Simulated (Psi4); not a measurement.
# CH3NSi (Si(CN)H3) at HSE06/def2-TZVP

Aim: the vertical singlet–triplet gap of CH3NSi (Si(CN)H3) at HSE06/def2-TZVP, from 2 runs. 

The calculation is run with Psi4 1.11.

1 further run of the same task is left out (set aside as unsound or not needed).

### Step 1. The structure to begin with

The species is CH3NSi (6 atoms), meant as a singlet with charge 0. SMILES: `[H][Si]([H])([H])C#N`. The shape is that of a GFN2-xTB optimisation.

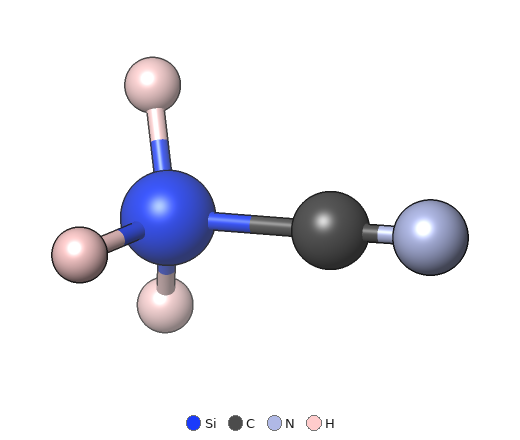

Viewed from a chosen angle; silicon blue, carbon dark grey, nitrogen light blue, hydrogen pink.

### Step 2. The energy at HSE06/def2-TZVP

The input, input.in:

```
memory 1600 mb

molecule molecule1 {
  0 1
  Si    -0.005910     0.005310    -0.607820
  C      0.007280    -0.009780     1.257730
  N      0.023780    -0.021100     2.402800
  H      1.395010     0.016460    -1.024950
  H     -0.715770     1.218710    -1.003950
  H     -0.704390    -1.209600    -1.023800
  units angstrom
  symmetry c1
  no_reorient
  no_com
}

set globals {
  basis                def2-TZVP
  puream               true
  e_convergence        1e-09
  d_convergence        1e-08
  scf_type             pk
  dft_radial_points    99
  dft_spherical_points 590
}

energy('hse06')
print_variables()
```

The run is started by

```
psi4 -i input.in -o input.out -n 1
```

input.out:

```text
[...]
  Running in c1 symmetry.
[...]
  Nuclear repulsion =   82.887837989854148
[...]
  Multiplicity = 1
[...]
  Nalpha       = 15
  Nbeta        = 15
[...]
    Number of basis functions: 117
[...]
   @RKS iter   1:  -383.80046521950152   -5.05342e-01   5.19393e-03 DIIS/ADIIS
[...]
   @RKS iter  10:  -383.96239859314204   -1.34719e-11   7.29992e-09 DIIS
[...]
    Orbital Energies [Eh]
    ---------------------
    Doubly Occupied:
       1A    -66.275566     2A    -14.378563     3A    -10.236529
       4A     -5.351136     5A     -3.685829     6A     -3.683583
       7A     -3.683577     8A     -0.924821     9A     -0.616286
      10A     -0.461099    11A     -0.397048    12A     -0.396973
      13A     -0.365950    14A     -0.347543    15A     -0.347507
[...]
  @RKS Final Energy:  -383.96239859314204
   => Energetics <=
    Nuclear Repulsion Energy =             82.8878379898541482
    One-Electron Energy =                -692.5619567192617296
    Two-Electron Energy =                 251.9796711720951805
    DFT Exchange-Correlation Energy =     -26.2679510358295829
    Empirical Dispersion Energy =           0.0000000000000000
    VV10 Nonlocal Energy =                  0.0000000000000000
    Total Energy =                       -383.9623985931419838
[...]
 Multipole Moments:
 ------------------------------------------------------------------------------------
     Multipole            Electronic (a.u.)      Nuclear  (a.u.)        Total (a.u.)
 ------------------------------------------------------------------------------------
 L = 1.  Multiply by 2.5417464519 to convert [e a0] to [Debye]
 Dipole X            :         -0.2083258            0.1932245           -0.0151013
 Dipole Y            :          0.2140646           -0.2011991            0.0128654
 Dipole Z            :        -25.6470116           24.1956754           -1.4513363
 Magnitude           :                                                    1.4514718
[...]
```

It took 36 s on 1 thread of Intel Xeon Platinum 8488C (Sapphire Rapids), shared host; peak memory 0.88 GiB.

### Step 3. The triplet, same level

The input, input.json:

```json
{
  "schema_name": "qcschema_input",
  "schema_version": 1,
  "molecule": {
    "schema_name": "qcschema_molecule",
    "schema_version": 2,
    "symbols": ["Si", "C", "N", "H", "H", "H"],
    "geometry": [-0.01116828, 0.01003445, -1.14861333, 0.01375721, -0.01848152, 2.37676524, 0.04493769, -0.03987322, 4.54063393, 2.63618684, 0.03110489, -1.93687479, -1.35260927, 2.30302813, -1.89719054, -1.33110418, -2.28581272, -1.93470161],
    "molecular_charge": 0,
    "molecular_multiplicity": 3,
    "fix_symmetry": "c1",
    "fix_com": true,
    "fix_orientation": true
  },
  "driver": "energy",
  "model": {
    "method": "hse06",
    "basis": "def2-TZVP"
  },
  "keywords": {
    "reference": "uks",
    "puream": true,
    "e_convergence": 1e-09,
    "d_convergence": 1e-08,
    "scf_type": "pk",
    "dft_radial_points": 99,
    "dft_spherical_points": 590,
    "maxiter": 200,
    "scf_properties": ["MULLIKEN_CHARGES", "WIBERG_LOWDIN_INDICES", "MAYER_INDICES"]
  }
}
```

The run is started by

```
psi4 --qcschema input.json -n 1 --memory 1600MB
```

stdout:

```text
[...]
  Running in c1 symmetry.
[...]
  Nuclear repulsion =   82.887838079692969
[...]
  Multiplicity = 3
[...]
  Nalpha       = 16
  Nbeta        = 14
[...]
    Number of basis functions: 117
[...]
   @UKS iter   1:  -383.23998907953381    5.51345e-02   7.30607e-03 ADIIS/DIIS
[...]
   @UKS iter  36:  -383.73805929356666   -7.13783e-10   7.38765e-09 DIIS
[...]
   @S^2 Observed:                2.006850905E+00
[...]
    Orbital Energies [Eh]
    ---------------------
    Alpha Occupied:
       1A    -66.262403     2A    -14.409517     3A    -10.271684
       4A     -5.336114     5A     -3.670754     6A     -3.668973
       7A     -3.668616     8A     -1.003860     9A     -0.616039
      10A     -0.474622    11A     -0.467447    12A     -0.410431
      13A     -0.398217    14A     -0.375391    15A     -0.365322
      16A     -0.131721
    Alpha Virtual:
      17A     -0.044089    18A     -0.007136    19A      0.030393
      20A      0.040104    21A      0.050888    22A      0.090780
      23A      0.143838    24A      0.145547    25A      0.195751
[...]
  @UKS Final Energy:  -383.73805929356666
   => Energetics <=
    Nuclear Repulsion Energy =             82.8878380796929690
    One-Electron Energy =                -692.1402374879364743
    Two-Electron Energy =                 251.8126475594883118
    DFT Exchange-Correlation Energy =     -26.2983074448114920
    Empirical Dispersion Energy =           0.0000000000000000
    VV10 Nonlocal Energy =                  0.0000000000000000
    Total Energy =                       -383.7380592935666641
[...]
 Multipole Moments:
 ------------------------------------------------------------------------------------
     Multipole            Electronic (a.u.)      Nuclear  (a.u.)        Total (a.u.)
 ------------------------------------------------------------------------------------
 L = 1.  Multiply by 2.5417464519 to convert [e a0] to [Debye]
 Dipole X            :         -0.2171903            0.1932246           -0.0239658
 Dipole Y            :          0.2087032           -0.2011991            0.0075041
 Dipole Z            :        -25.1165742           24.1956754           -0.9208988
 Magnitude           :                                                    0.9212411
[...]
  Mulliken Charges: (a.u.)
   Center  Symbol    Alpha    Beta     Spin     Total
       1    SI     6.97197  6.87111  0.10087  0.15692
       2     C     3.49885  2.66094  0.83791 -0.15979
       3     N     3.97806  3.02361  0.95445 -0.00168
       4     H     0.49576  0.50103 -0.00528  0.00321
       5     H     0.52609  0.47307  0.05302  0.00084
       6     H     0.52927  0.47024  0.05904  0.00049
   Total alpha = 16.00000, Total beta = 14.00000, Total charge =  0.00000
  Mayer Bond Indices:
[...]
```

The result, in JSON:

```text
{
 "driver": "energy",
 "model": {
  "method": "hse06",
  "basis": "def2-TZVP"
 },
 "success": true,
 "return_result": -383.73805929356666,
 "properties": {
  "calcinfo_nbasis": 117,
  "calcinfo_nmo": 117,
  "calcinfo_nalpha": 16,
  "calcinfo_nbeta": 14,
  "calcinfo_natom": 6,
  "nuclear_repulsion_energy": 82.88783807969297,
  "return_energy": -383.73805929356666,
  "scf_one_electron_energy": -692.1402374879365,
  "scf_two_electron_energy": 251.8126475594883,
  "scf_xc_energy": -26.298307444811492,
  "scf_dipole_moment": [-0.023965786179175386, 0.0075041323674822635, -0.9208987887881719],
  "scf_total_energy": -383.73805929356666,
  "scf_iterations": 36
 }
}
```

It took 2.4 min on 1 thread of Intel Xeon Platinum 8488C (Sapphire Rapids), shared host; peak memory 0.87 GiB.

### Step 4. Outcome

Level: HSE06/def2-TZVP.

| quantity | value |
| --- | --- |
| singlet: total energy | -383.96240 Eh |
| singlet: dipole moment | 3.69 D |
| singlet: HOMO energy | -9.46 eV |
| singlet: LUMO energy | -0.86 eV |
| singlet: HOMO–LUMO gap | 8.60 eV |
| triplet: total energy | -383.73806 Eh |
| triplet: dipole moment | 2.34 D |
| triplet: HOMO energy (highest over α and β) | -3.58 eV |
| triplet: ⟨S²⟩ | 2.007 |
| vertical energy of the triplet above the singlet | 6.105 eV |

In words: At this shape the triplet lies 6.10 eV (589 kJ/mol) above the singlet. Mulliken charges (triplet) run from -0.16 on C2 to +0.16 on Si1; they depend strongly on the basis.
